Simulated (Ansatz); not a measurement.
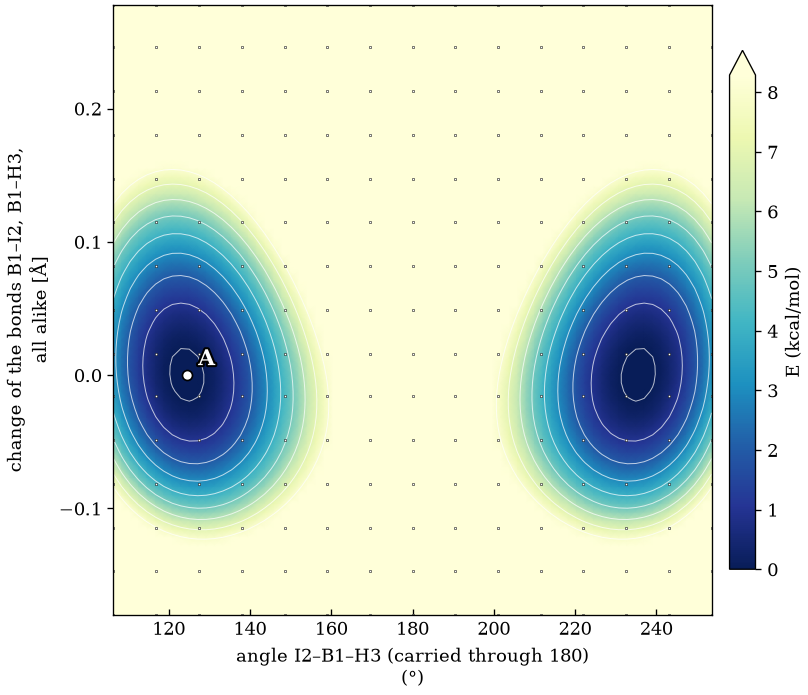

BHI, SMILES [BH]I, spin multiplicity 2. Coordinates scanned: (1) angle I2–B1–H3 (carried through 180); (2) change of the bonds B1–I2, B1–H3, all alike. Nothing is relaxed (all other coordinates rigid). The grid has 15 × 15 points; 120 points were computed and 105 follow by symmetry. Points are written as (first, second). All energies are given in kcal/mol relative to the lowest grid point. Level of theory: UKS B3LYP-D4/def2-TZVP in Ansatz.

In the figure: a smooth colour map with a few white contour lines, dots at the grid points, one colour for all values above the top of the scale, the well A. Between grid points the surface is interpolated.

### Where is the minimum, and how stiff is the well along each coordinate? Take the well at A.

The interpolated minimum is at the first coordinate ≈ 124.4°, the second coordinate ≈ 0.000 Å. The curvatures there are about 2.7 eV/rad² and 39 eV/Å², with a cross term of about 1.3 eV/(rad·Å). Round the minimum the two coordinates are weakly coupled (coupling 0.13 in units of the two stiffnesses). (1 eV is 23.1 kcal/mol.)
